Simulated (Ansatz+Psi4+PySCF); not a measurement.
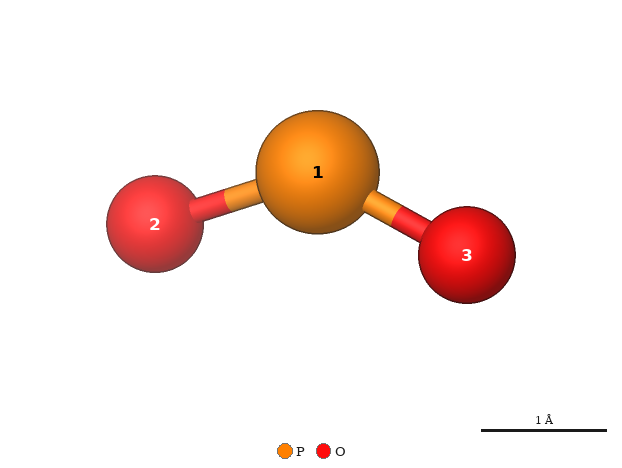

Source: calculation with Ansatz+Psi4+PySCF.

Orthographic view. Distant atoms are faded towards the background colour. State: neutral, doublet. Geometry: a fixed input geometry, not necessarily a minimum.

Write a Z-matrix (Å, degrees) in the order of the atom numbers, with these reference atoms: 2 to 1; 3 to 1, 2.

```
P  
O    1   1.517
O    1   1.417   2   135.3
```
